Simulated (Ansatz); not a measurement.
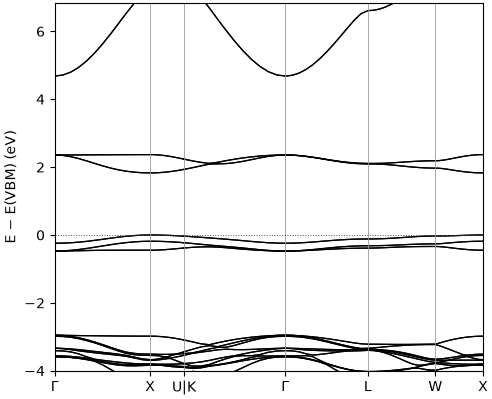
Band structure from DFT-PBEsol with spin–orbit coupling in the program Ansatz with PAW potentials

Q: Read off the gap and where the band edges lie.

A: About 1.8 eV (1.83 eV by a search for the band edges); maximum at X, minimum at X.

The material is K₂LiRhF₆ in space group Fm-3m (No. 225; K on 8c, Li on 4b, Rh on 4a, F on 24e).

The first step of the workflow began from a Materials Project structure, measured or hypothetical; the Crystallography Open Database copy checked does not list it. Its standing as an ambient phase is unchecked. The PBEsol relaxation kept the symmetry of its start; of distortions, only those at the zone centre were tested. The run is not spin-polarised.

Potentials: the later of the program's two PAW sets.
